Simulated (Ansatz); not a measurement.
```
CELL_PARAMETERS angstrom
4.06940 0.00000 0.00000
-2.03470 3.52420 0.00000
0.00000 0.00000 40.04737
ATOMIC_POSITIONS crystal
Sn 0.33333 0.66667 0.16667
Sn 0.00000 0.00000 0.50000
Sn 0.66667 0.33333 0.83333
Ge 0.66667 0.33333 0.08023
Ge 0.33333 0.66667 0.41356
Ge 0.00000 0.00000 0.74690
Ge 0.00000 0.00000 0.00000
Ge 0.66667 0.33333 0.33333
Ge 0.33333 0.66667 0.66667
Ge 0.00000 0.00000 0.25310
Ge 0.66667 0.33333 0.58644
Ge 0.33333 0.66667 0.91977
Se 0.33333 0.66667 0.04017
Se 0.00000 0.00000 0.37351
Se 0.66667 0.33333 0.70684
Se 0.33333 0.66667 0.29316
Se 0.00000 0.00000 0.62649
Se 0.66667 0.33333 0.95983
Se 0.66667 0.33333 0.21296
Se 0.33333 0.66667 0.54630
Se 0.00000 0.00000 0.87963
Se 0.00000 0.00000 0.12037
Se 0.66667 0.33333 0.45370
Se 0.33333 0.66667 0.78704
```

Space group R-3m; a structure generated by program, which may or may not match a known phase.

Theory: DFT PBE, scalar-relativistic, plane waves, PAW (Ansatz).

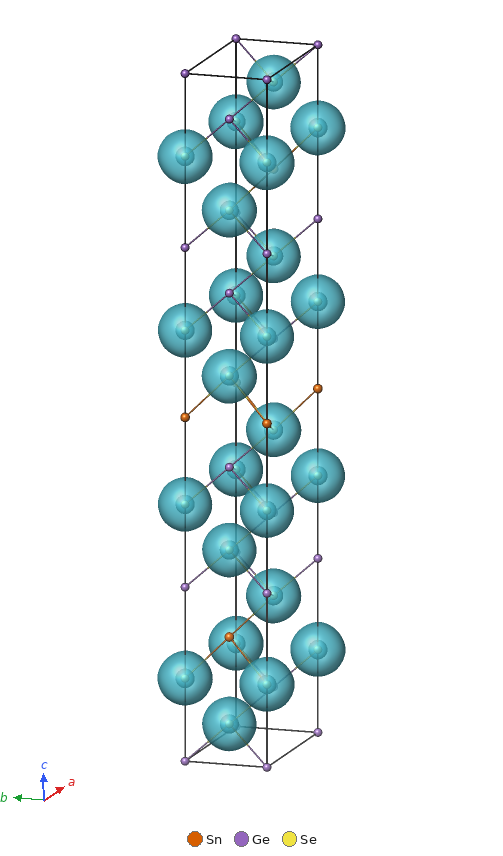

SnGe3Se4. Isosurface of the ELF at 0.55 (cyan), seen at an oblique angle. Core shells and regions of very low density are left out. Sticks mark near contacts.

Core electrons are frozen (PAW), and the valence fields are smoothed inside the atomic spheres.

**What do the ELF domains correspond to?**

At this value the surface marks out twelve regions wrapped around Se (the valence shell of each), counted in one cell of 24 atoms. Regions shared between cells count once.

Values along the shortest contacts:
Ge–Se (2.84 Å): the ELF is about 0.50 at the midpoint. Sn–Se (2.99 Å): the ELF is about 0.40 at the midpoint.
